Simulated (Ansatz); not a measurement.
# MgSe: pressure series

Consider MgSe in the rock salt structure (space group Fm-3m, No. 225; a = 5.450 Å).

Cell and atoms are relaxed at each pressure.

Computed with PBEsol (Ansatz, a first-principles code, PAW, without spin-orbit coupling).

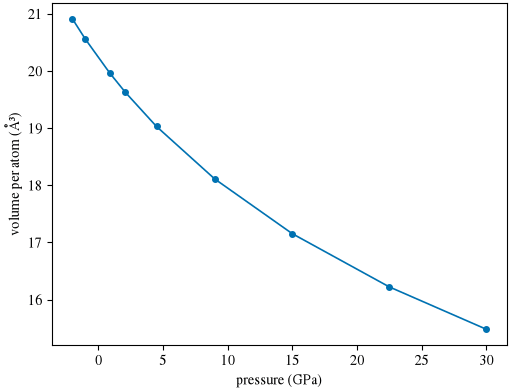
*Volume against pressure*

### Question
Estimate the zero-pressure bulk modulus from the plot.

### Answer
About 65 GPa; a third-order Birch–Murnaghan fit to the points gives V₀ = 20.23 Å³/atom, B₀ = 65 GPa and B₀′ = 4.1.

Between the base and pressure 4.5 GPa the gap moves from 1.78 eV to 1.87 eV, a mean slope of 21 meV/GPa.

Load acts through the strain it causes; cell and atoms are relaxed under it. Stability against distortions was not tested. No other phases were tried under pressure.
